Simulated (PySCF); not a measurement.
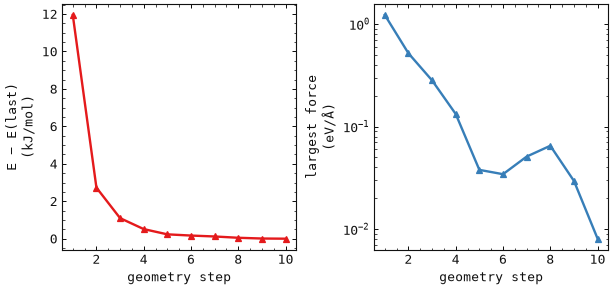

History of a geometry optimisation. The run: CF3NH2 (SMILES NC(F)(F)F), by PBE0-D3(BJ)/def2-SVP, geometry optimisation (PySCF).

The optimisation met its thresholds at geometry 10, counting the start as the first. The energy fell by about 12 kJ/mol from the first step to the last. The largest force goes from about 1.2 eV/Å at the start to 8 × 10⁻³ eV/Å at the end.
